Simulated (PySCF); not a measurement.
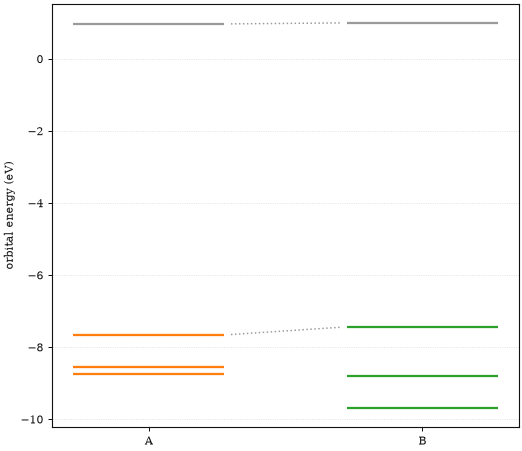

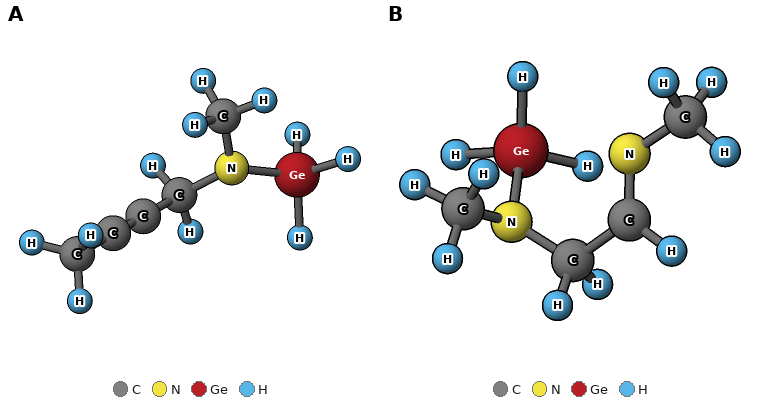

Related molecules: A is C₅H₁₁GeN, SMILES CC#CC[N](C)[GeH3], singlet; B is C₄H₁₂GeN₂, SMILES C/N=C/C[N](C)[GeH3], singlet. Frontier orbital energies, CAM-B3LYP/def2-SVPD in PySCF, at a PBE0-D3(BJ)/def2-SVP geometry (no frequency check); drawn are at most three filled levels and, in grey, the LUMO with any level within 0.03 eV of it; dotted lines join the HOMOs and the LUMOs.

### What does the change do to the frontier levels?

From A to B the HOMO rises by 0.20 eV and the LUMO hardly moves, so the separation goes from 8.62 to 8.45 eV.

### Does the ΔSCF ionisation energy follow the HOMO?

A: −ε(HOMO) 7.65, ΔSCF 8.15 eV; B: −ε(HOMO) 7.45, ΔSCF 7.99 eV.

Caveats, for all or some of the runs: empty levels above zero depend strongly on the basis; one conformer of a flexible molecule.
